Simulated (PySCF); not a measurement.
**C₆H₁₃B: electronic excitations**

What electronic excitations should C₆H₁₃B (`BCC(=C)CCC`) show?

The runs use PySCF 2.14.0, with density-fitted response routines of our own; the level of theory stands in each step. All values are computed, except where a source is named. Atoms are numbered from 0 throughout.

### Step 1. The molecule as given

20 atoms, charge 0, multiplicity 1; geometry from: GFN2-xTB.

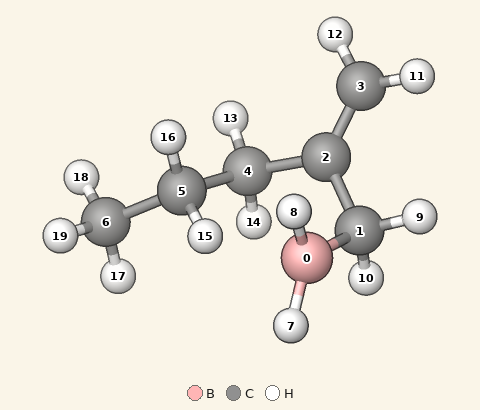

The starting geometry (boron pink, carbon grey, hydrogen white), atoms numbered; sticks join atoms by distance.

### Step 2. Ultraviolet spectrum: CAM-B3LYP/def2-SVPD

Job settings and geometry (Å):

```
{"job": {"kind": "uv", "xc": "CAM-B3LYP", "basis": "def2-SVPD", "nstates": 8, "ntriplets": 3}, "charge": 0, "multiplicity": 1}
B      1.407572    -1.207410     1.055006
C      1.735735    -0.596712    -0.368340
C      0.966106     0.666820    -0.639603
C      1.522465     1.865318    -0.704744
C     -0.514421     0.454727    -0.793956
C     -1.133160    -0.012110     0.522648
C     -2.560389    -0.512865     0.354106
H      1.217511    -2.356760     1.185082
H      1.542472    -0.533067     2.002968
H      2.803212    -0.362784    -0.393371
H      1.542951    -1.301725    -1.180545
H      2.582303     2.012151    -0.580386
H      0.939662     2.753644    -0.885831
H     -0.996862     1.377512    -1.121779
H     -0.690429    -0.309069    -1.557418
H     -0.505329    -0.822648     0.927225
H     -1.106512     0.806542     1.245030
H     -2.594433    -1.347442    -0.343069
H     -3.196224     0.281190    -0.032639
H     -2.967380    -0.844633     1.306580
```

Level: TDDFT CAM-B3LYP/def2-SVPD, vertical, gas phase, core orbitals frozen in the response.

On the command line:

```sh
> OMP_NUM_THREADS=1 python probes_run.py task.json out
```

This one command runs all jobs of the session in turn.

Output:

```text
coarse grid: 15664 points
cycle   1  E = -260.8315896205  dE =  7.270e-01  |g| = 3.422e-01  |ddm| = 8.688e+00
cycle   2  E = -260.8519436096  dE = -2.035e-02  |g| = 2.439e-01  |ddm| = 1.520e+00
cycle   3  E = -260.8672161349  dE = -1.527e-02  |g| = 3.147e-02  |ddm| = 5.793e-01
cycle   4  E = -260.8674911929  dE = -2.751e-04  |g| = 1.445e-02  |ddm| = 1.217e-01
cycle   5  E = -260.8675411697  dE = -4.998e-05  |g| = 3.745e-03  |ddm| = 3.204e-02
cycle   6  E = -260.8675451727  dE = -4.003e-06  |g| = 8.360e-04  |ddm| = 1.113e-02
final grid: 148296 points
cycle   7  E = -260.9246535185  dE = -4.935e-05  |g| = 4.077e-03  |ddm| = 1.547e-01
cycle   8  E = -260.9246544897  dE = -9.711e-07  |g| = 3.744e-03  |ddm| = 2.217e-02
cycle   9  E = -260.9246581390  dE = -3.649e-06  |g| = 4.823e-04  |ddm| = 7.807e-03
cycle  10  E = -260.9246581838  dE = -4.483e-08  |g| = 2.436e-04  |ddm| = 1.412e-03
cycle  11  E = -260.9246581990  dE = -1.520e-08  |g| = 2.775e-05  |ddm| = 6.274e-04
cycle  12  E = -260.9246581992  dE = -2.212e-10  |g| = 1.016e-05  |ddm| = 1.040e-04
converged SCF energy = -260.9246581992

Static polarisability (au): isotropic 88.268, principal 73.223 90.496 101.085

Singlet excitations
state   eV       nm        f      main configurations
  1   5.1932    238.7   0.01087   H->L 0.91
  2   6.1377    202.0   0.00054   H-1->L 0.71, H-2->L 0.21
  3   6.7941    182.5   0.01693   H-2->L 0.29, H-3->L 0.21, H->L+1 0.13
  4   6.8619    180.7   0.04556   H->L+1 0.51, H->L+4 0.16, H->L+2 0.10
  5   7.2206    171.7   0.34290   H->L+2 0.53, H->L+4 0.43
  6   7.6769    161.5   0.02060   H-3->L 0.37, H-2->L 0.25
  7   7.7190    160.6   0.01173   H->L+3 0.23, H->L+1 0.20, H->L+4 0.14
  8   7.7628    159.7   0.01514   H->L+3 0.34, H->L+6 0.17, H->L+2 0.13

Triplet excitations (Tamm-Dancoff, eV): 4.3359 5.0600 5.5013
```

It took 2.1 min on 1 thread of Intel Xeon at 2.50GHz, shared host; peak memory 1.1 GiB.

Frontier orbitals and where they lie:

| orbital | eV | atoms |
| --- | --- | --- |
| HOMO−3 | -10.86 | C4 15 %, C1 12 %, C5 12 % |
| HOMO−2 | -10.70 | B0 16 %, C1 15 %, C4 13 % |
| HOMO−1 | -10.38 | B0 23 %, C1 16 %, H7 14 % |
| HOMO | -8.33 | C3 37 %, C2 31 %, C1 8 % |
| LUMO | -0.01 | B0 46 %, C1 10 %, H7 10 % |
| LUMO+1 | 1.16 | B0 32 %, C6 10 %, C3 7 % |
| LUMO+2 | 1.63 | C2 16 %, C3 12 %, C6 8 % |

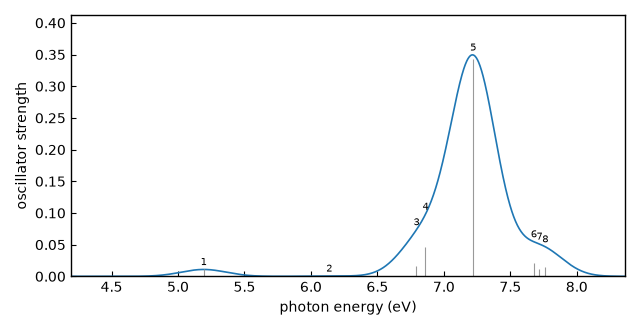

Absorption spectrum from the 8 singlet states computed; above the last one it falls off for lack of states. Lines are broadened to a width of 0.40 eV (Gaussian).

Further results of this job:

| property | computed |
| --- | --- |
| dipole moment (D) | 0.93 |
| polarisability (Å³) | 13.08 |
| HOMO–LUMO gap (eV) | 8.32 |
| −ε(HOMO) (eV) | 8.33 |

### Step 3. Outcome

| quantity | value |
| --- | --- |
| lowest singlet (CAM-B3LYP/def2-SVPD) | 5.19 eV (239 nm), f = 0.011 |
| brightest single state of those computed | state 5, 7.22 eV, f = 0.343 |
| lowest triplet | 4.34 eV |

The lowest singlet, at 5.19 eV, is HOMO→LUMO 0.91 and is weak; of the 8 states computed, the strongest absorption comes from state 5 at 7.22 eV. The lowest triplet lies 0.86 eV below the lowest singlet (triplets in Tamm-Dancoff, singlets in full TDDFT).
